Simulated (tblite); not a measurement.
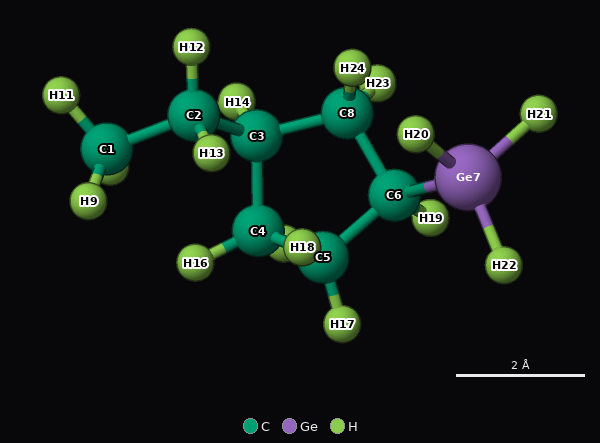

**Figure 1.** The input geometry (ball-and-stick view, seen at a tilt; atoms are numbered from 1 in the order of the input). Sticks mark near contacts. Bond lengths as drawn: C–C 1.49 to 1.52 Å, C–Ge 1.95 Å, C–H 1.09 to 1.12 Å and Ge–H 1.54 to 1.56 Å.

# Geometry relaxation, with input and output: C₇H₁₆Ge (part 1 of 2)

C₇H₁₆Ge, computed with GFN2-xTB geometry optimisation, gas phase (tblite 0.8.0).

It belongs to a series of runs on one base structure; here: constitutional isomer.

**Output**
```
step      E/eV     max force
  0    -681.58664    2.127
  1    -681.82304    0.862
  2    -681.91993    0.671
  3    -682.03244    0.609
  4    -682.06937    0.427
  5    -682.10914    0.389
  6    -682.13483    0.362
  7    -682.15717    0.328
  8    -682.17381    0.326
  9    -682.18878    0.305
 10    -682.20302    0.264
 11    -682.21911    0.284
 12    -682.23571    0.270
 13    -682.24905    0.226
 14    -682.25745    0.167
 15    -682.26317    0.158
 16    -682.26810    0.146
 17    -682.27283    0.141
 18    -682.27711    0.137
 19    -682.28106    0.126
 20    -682.28534    0.141
 21    -682.29019    0.148
 22    -682.29471    0.170
 23    -682.29801    0.116
 24    -682.30044    0.108
 25    -682.30281    0.105
 26    -682.30548    0.132
 27    -682.30792    0.122
 28    -682.30972    0.093
 29    -682.31109    0.090
 30    -682.31247    0.092
 31    -682.31402    0.114
 32    -682.31562    0.090
 33    -682.31732    0.119
 34    -682.31947    0.159
 35    -682.32233    0.162
 36    -682.32557    0.162
 37    -682.32862    0.123
 38    -682.33139    0.137
 39    -682.33442    0.193
 40    -682.33815    0.212
 41    -682.34207    0.157
 42    -682.34267    0.283
 43    -682.34746    0.106
 44    -682.34926    0.100
 45    -682.35261    0.101
 46    -682.35372    0.090
 47    -682.35495    0.066
 48    -682.35568    0.057
 49    -682.35659    0.070
 50    -682.35740    0.070
 51    -682.35818    0.062
 52    -682.35882    0.050
 53    -682.35935    0.043
 54    -682.35979    0.042
 55    -682.36019    0.043
 56    -682.36063    0.052
 57    -682.36112    0.060
 58    -682.36162    0.063
 59    -682.36218    0.054
 60    -682.36290    0.055
 61    -682.36370    0.069
 62    -682.36475    0.087
 63    -682.36575    0.083
 64    -682.36667    0.073
 65    -682.36766    0.074
 66    -682.36893    0.092
 67    -682.37032    0.080
 68    -682.37136    0.075
 69    -682.37173    0.088
 70    -682.37246    0.050
 71    -682.37295    0.061
 72    -682.37364    0.062
 73    -682.37406    0.055
 74    -682.37436    0.035
 75    -682.37453    0.023
 76    -682.37466    0.020
 77    -682.37479    0.026
 78    -682.37493    0.030
 79    -682.37510    0.034
 80    -682.37529    0.042
 81    -682.37548    0.031
 82    -682.37567    0.036
 83    -682.37588    0.034
 84    -682.37608    0.031
 85    -682.37631    0.033
 86    -682.37660    0.035
 87    -682.37706    0.039
 88    -682.37756    0.042
 89    -682.37814    0.046
 90    -682.37861    0.047
 91    -682.37900    0.053
 92    -682.37937    0.050
 93    -682.37978    0.040
 94    -682.38023    0.047
 95    -682.38044    0.050
 96    -682.38075    0.045
 97    -682.38096    0.035
 98    -682.38112    0.026
 99    -682.38123    0.028
100    -682.38135    0.028
101    -682.38147    0.029
102    -682.38157    0.020
103    -682.38166    0.021
104    -682.38174    0.017
105    -682.38184    0.016
106    -682.38193    0.015
107    -682.38200    0.018
108    -682.38207    0.020
109    -682.38215    0.018
110    -682.38223    0.017
111    -682.38229    0.013
112    -682.38232    0.012
113    -682.38235    0.011
114    -682.38240    0.014
115    -682.38246    0.015
116    -682.38252    0.015
117    -682.38258    0.018
118    -682.38263    0.020
119    -682.38271    0.020
120    -682.38285    0.028
121    -682.38308    0.036
122    -682.38340    0.051
123    -682.38379    0.057
124    -682.38433    0.053
125    -682.38519    0.070
126    -682.38644    0.088
127    -682.38785    0.093
128    -682.38927    0.072
129    -682.39027    0.068
130    -682.39117    0.069
131    -682.39231    0.079
132    -682.39245    0.118
133    -682.39405    0.078
134    -682.39473    0.057
135    -682.39544    0.041
136    -682.39616    0.046
137    -682.39688    0.057
138    -682.39754    0.045
139    -682.39806    0.054
140    -682.39849    0.046
141    -682.39909    0.065
142    -682.39947    0.047
143    -682.39996    0.058
144    -682.40057    0.040
145    -682.40123    0.050
146    -682.40177    0.044
147    -682.40224    0.048
148    -682.40267    0.041
149    -682.40331    0.048
150    -682.40396    0.062
151    -682.40457    0.068
152    -682.40522    0.072
153    -682.40598    0.054
154    -682.40680    0.046
155    -682.40736    0.056
156    -682.40771    0.044
157    -682.40813    0.054
158    -682.40862    0.045
159    -682.40915    0.041
160    -682.40963    0.038
161    -682.41008    0.031
162    -682.41040    0.036
163    -682.41067    0.034
164    -682.41092    0.032
165    -682.41117    0.031
166    -682.41138    0.024
167    -682.41151    0.024
168    -682.41162    0.018
169    -682.41173    0.018
170    -682.41183    0.020
171    -682.41191    0.021
172    -682.41198    0.015
173    -682.41205    0.013
174    -682.41211    0.014
175    -682.41218    0.017
176    -682.41226    0.019
177    -682.41237    0.024
178    -682.41252    0.028
179    -682.41273    0.029
180    -682.41297    0.032
181    -682.41317    0.037
182    -682.41327    0.032
183    -682.41336    0.029
184    -682.41343    0.022
185    -682.41354    0.017
186    -682.41360    0.016
187    -682.41366    0.015
188    -682.41369    0.012
189    -682.41372    0.010
190    -682.41375    0.010
191    -682.41377    0.010
```

**Trajectory as extended XYZ (Å, eV, eV/Å), 9 of the 192 frames kept, from step=0 to step=191**
```
24
Properties=species:S:1:pos:R:3:forces:R:3 step=0 energy=-681.58664
C    -2.8394    0.3510    0.4446   -0.7620   0.8680   1.0180
C    -1.4012    0.7680    0.7020    0.3840  -0.7110   1.3290
C    -0.6534    0.7122   -0.5975   -1.1960   1.3520  -0.8920
C    -0.7338   -0.6827   -1.1471   -0.4940  -1.0660   0.1750
C     0.4436   -1.3347   -0.4309    0.1930  -0.8490  -1.1190
C     1.5235   -0.3148   -0.7162    0.7090  -0.6940   0.5990
Ge    2.9608   -0.4008    0.5959    0.6830  -0.1330   0.4090
C     0.8097    0.9918   -0.5079    1.0440   1.4990  -1.0900
H    -3.0284   -0.6052    0.9595   -0.2610   0.3740  -0.6640
H    -2.9974    0.3277   -0.6389   -0.5440  -0.0740   0.6160
H    -3.4713    1.1247    0.9417   -0.0390  -0.7210  -0.6560
H    -1.3380    1.7423    1.2243    0.0980  -0.4360  -0.4230
H    -0.9828   -0.0232    1.3807    0.0270   0.9550  -0.2830
H    -1.1123    1.4512   -1.3038    0.0310  -0.3910   0.4430
H    -0.5343   -0.6427   -2.2316   -0.2320  -0.3770   0.3850
H    -1.6882   -1.2127   -0.9064    0.7860   0.4120  -0.5630
H     0.6565   -2.3060   -0.9121    0.0580   0.1470   0.5800
H     0.3256   -1.4248    0.6541   -0.3020  -0.2440  -0.3420
H     1.9007   -0.4542   -1.7359   -0.1480   0.2030   0.1030
H     2.4020   -0.0153    2.0024    0.3300  -0.2990  -0.6570
H     4.0114    0.6665    0.2205   -0.1890  -0.4970   0.2790
H     3.5330   -1.8410    0.5891    0.0340   0.6270   0.2130
H     1.1263    1.6543   -1.3415   -0.1790   0.0860   0.5430
H     1.0758    1.4882    0.4295   -0.0330  -0.0310  -0.0020
24
Properties=species:S:1:pos:R:3:forces:R:3 step=24 energy=-682.30044
C    -2.9473    0.4579    0.5704    0.0100   0.0000   0.0280
C    -1.4546    0.8053    0.6535   -0.0410   0.0040   0.0440
C    -0.7157    0.6689   -0.6817   -0.0390  -0.0260   0.0400
C    -0.7063   -0.7711   -1.2047    0.0360  -0.0090   0.0060
C     0.5158   -1.3915   -0.5376   -0.0110  -0.0330   0.0190
C     1.5731   -0.2936   -0.6662   -0.0460  -0.0070   0.0110
Ge    3.0503   -0.4353    0.6457    0.0140  -0.0050  -0.0010
C     0.7793    1.0203   -0.5331   -0.0320   0.0460  -0.0090
H    -3.1364   -0.5443    0.9488   -0.0070  -0.0010  -0.0630
H    -3.3164    0.5079   -0.4528    0.0800   0.0480   0.0230
H    -3.5357    1.1523    1.1661    0.0110  -0.0340   0.0280
H    -1.3412    1.8340    1.0029   -0.0180   0.0440  -0.0730
H    -0.9736    0.1705    1.4000    0.0050  -0.0270  -0.0150
H    -1.1978    1.3385   -1.4013   -0.0010  -0.0270   0.0060
H    -0.5541   -0.7497   -2.2864   -0.0270  -0.0810  -0.0010
H    -1.6269   -1.3136   -0.9924    0.0340   0.0540   0.0150
H     0.8118   -2.3323   -1.0011    0.0870   0.0270  -0.0580
H     0.3076   -1.5987    0.5142   -0.0430   0.0370   0.0330
H     2.0009   -0.3456   -1.6725   -0.0200  -0.0150   0.0160
H     2.5762   -0.1498    2.0373   -0.0360  -0.0180  -0.0130
H     4.1460    0.5442    0.3628   -0.0050   0.0330  -0.0100
H     3.6978   -1.7857    0.6683   -0.0340  -0.0160  -0.0150
H     1.0866    1.7301   -1.2981    0.0490   0.0490  -0.0640
H     0.9491    1.5012    0.4324    0.0350  -0.0430   0.0560
24
Properties=species:S:1:pos:R:3:forces:R:3 step=48 energy=-682.35568
C    -2.9441    0.4958    0.5536   -0.0050  -0.0080  -0.0140
C    -1.4685    0.8712    0.6212    0.0030   0.0050  -0.0010
C    -0.7208    0.6405   -0.6960    0.0140  -0.0320  -0.0050
C    -0.7042   -0.8290   -1.1374    0.0190  -0.0520  -0.0030
C     0.5660   -1.3990   -0.5218    0.0010  -0.0160  -0.0040
C     1.5857   -0.2720   -0.6923   -0.0020  -0.0440   0.0100
Ge    3.0487   -0.4408    0.6294   -0.0060   0.0070  -0.0220
C     0.7672    1.0202   -0.5334    0.0310  -0.0090  -0.0190
H    -3.0699   -0.5838    0.5575   -0.0530   0.0050  -0.0190
H    -3.3890    0.8936   -0.3560   -0.0400   0.0040   0.0150
H    -3.4862    0.8988    1.4063    0.0360  -0.0020   0.0070
H    -1.3840    1.9332    0.8642   -0.0100   0.0080   0.0340
H    -0.9791    0.3087    1.4200   -0.0340  -0.0060  -0.0090
H    -1.1995    1.2525   -1.4673    0.0260   0.0160   0.0300
H    -0.6388   -0.8878   -2.2262    0.0120   0.0280   0.0090
H    -1.5915   -1.3758   -0.8256   -0.0130   0.0300  -0.0040
H     0.8824   -2.3252   -1.0034    0.0290   0.0190   0.0220
H     0.4048   -1.6069    0.5402   -0.0090   0.0160  -0.0230
H     1.9914   -0.3137   -1.7073   -0.0200  -0.0330   0.0180
H     2.4853   -0.2505    2.0027    0.0120   0.0040   0.0250
H     4.1433    0.5639    0.4561    0.0090   0.0270  -0.0060
H     3.6888   -1.7944    0.6024   -0.0010   0.0050  -0.0140
H     1.0744    1.7633   -1.2683    0.0050   0.0190  -0.0200
H     0.9258    1.4570    0.4560   -0.0030   0.0080  -0.0080
24
Properties=species:S:1:pos:R:3:forces:R:3 step=72 energy=-682.37364
C    -2.9712    0.5410    0.5285   -0.0540  -0.0190  -0.0230
C    -1.4765    0.8279    0.6206   -0.0180   0.0000   0.0230
C    -0.7210    0.6233   -0.6973   -0.0040   0.0130   0.0110
C    -0.6921   -0.8447   -1.1414   -0.0020   0.0040   0.0000
C     0.5479   -1.4098   -0.4637    0.0120  -0.0030  -0.0030
C     1.5775   -0.2981   -0.6592    0.0160  -0.0130   0.0010
Ge    3.0793   -0.4164    0.6205   -0.0080   0.0110  -0.0170
C     0.7677    1.0053   -0.5399    0.0150  -0.0170  -0.0080
H    -3.1658   -0.5103    0.3221    0.0150   0.0550   0.0130
H    -3.4269    1.1321   -0.2652    0.0230  -0.0080   0.0410
H    -3.4594    0.7922    1.4696    0.0250  -0.0030  -0.0570
H    -1.3471    1.8675    0.9323    0.0210   0.0090  -0.0070
H    -1.0329    0.1966    1.3935   -0.0040  -0.0160  -0.0020
H    -1.1983    1.2441   -1.4612   -0.0160  -0.0040   0.0010
H    -0.5667   -0.8978   -2.2248   -0.0180  -0.0020  -0.0040
H    -1.5999   -1.3819   -0.8761    0.0020  -0.0090   0.0010
H     0.8727   -2.3568   -0.8950    0.0070  -0.0040   0.0000
H     0.3524   -1.5686    0.5998    0.0030  -0.0010  -0.0020
H     1.9725   -0.3777   -1.6767   -0.0110   0.0020   0.0020
H     2.5726   -0.2648    2.0209    0.0140   0.0020   0.0070
H     4.1047    0.6515    0.3978   -0.0020   0.0030   0.0160
H     3.7919   -1.7316    0.5401   -0.0070   0.0130   0.0050
H     1.0804    1.7179   -1.3040   -0.0140   0.0100   0.0230
H     0.9266    1.4787    0.4332    0.0030  -0.0230  -0.0210
```
